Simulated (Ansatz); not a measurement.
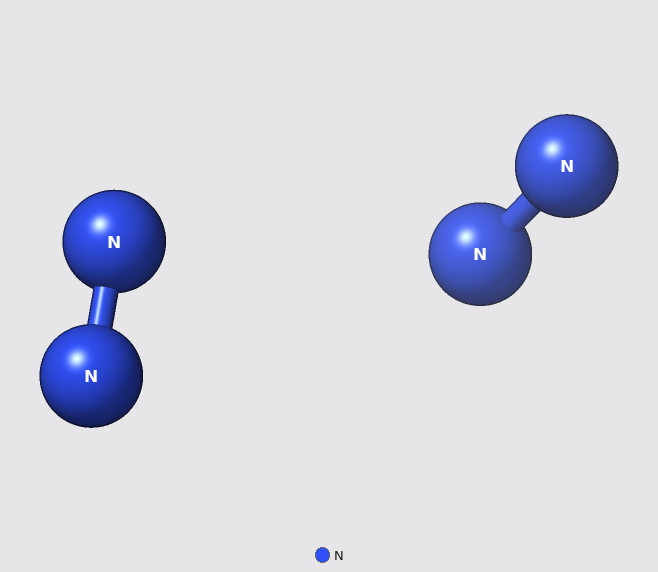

The structure as it stands in the input.

Ansatz 0.2.0 input:

```yaml
crystal:
  periodic: [false, false, false]
  atoms:
    - {symbol: N, position_ang: [0.318132, -0.288489, -1.695406]}
    - {symbol: N, position_ang: [-0.435260, 0.363513, -2.136093]}
    - {symbol: N, position_ang: [-0.415512, -0.184409, 1.691319]}
    - {symbol: N, position_ang: [0.532739, 0.109385, 2.140081]}
basis:
  gaussian: {orbitals: STO-3G}
hamiltonian: {xc: hf}
md: {n_steps: 30, timestep: 0.75, temperature: 700, ensemble: nvt_nose_hoover, seed: 644, initial_velocities: maxwell_boltzmann}
```

Command:

```sh
ansatz run in.yaml --threads 2 --pin off --events-out ev --progress --plain --max-ram 5222MiB
```

Result (its end):

```
mean field -5850.40245793 eV, -214.9983247839 hartree, gradient 1.1e-5 eV, S^2 0.000000; 0 other end points of the search recorded, 0 dependent functions left out
the calculation of the forces begins
reference -5850.40245793 eV, -214.9983247839 hartree; 14, 14 occupied and 6, 6 virtual orbitals, 287 factors
md step    29: t =    21.75 fs  T =  1823.0 K  F+E_penalty+E_count = -5850.40245793 eV  E_kin = 0.471288 eV  conserved = -5849.91837231 eV  (26 SCF iters)
these checks for a lower state are left out or cut short: starts, cluster_reference, orbital_swaps, neighbouring_geometries, increment
287 factors; integrals over basis functions are off by at most 4.4e-6 eV
mean field -5850.46297233 eV, -215.0005486468 hartree, gradient 9.5e-6 eV, S^2 0.000000; 0 other end points of the search recorded, 0 dependent functions left out
the calculation of the forces begins
reference -5850.46297233 eV, -215.0005486468 hartree; 14, 14 occupied and 6, 6 virtual orbitals, 287 factors
287 factors; integrals over basis functions are off by at most 4.4e-6 eV
mean field -5850.46297233 eV, -215.0005486468 hartree, gradient 1.1e-5 eV, S^2 0.000000; 1 other end points of the search recorded, 0 dependent functions left out
the calculation of the forces begins
reference -5850.46297233 eV, -215.0005486468 hartree; 14, 14 occupied and 6, 6 virtual orbitals, 287 factors
md step    30: t =    22.50 fs  T =  2040.9 K  F+E_penalty+E_count = -5850.46297233 eV  E_kin = 0.527622 eV  conserved = -5849.92116886 eV  (41 SCF iters)
Total energy: -5850.46297233 eV, -215.0005486468 hartree
Atom 0 at     0.436719    -0.241721    -1.768639 Å, force    -1.567545     0.936831    -0.595754 eV/Å
Atom 1 at    -0.494953     0.317839    -2.128007 Å, force     1.562286    -0.935824     0.590803 eV/Å
Atom 2 at    -0.518289    -0.116767     1.846171 Å, force    -1.649380    -0.240729    -0.315279 eV/Å
Atom 3 at     0.576622     0.040648     2.050376 Å, force     1.654639     0.239722     0.320230 eV/Å
Dipole moment:     0.000418     0.000485    -0.000417 e Å
```

The calculation finished and met its thresholds.
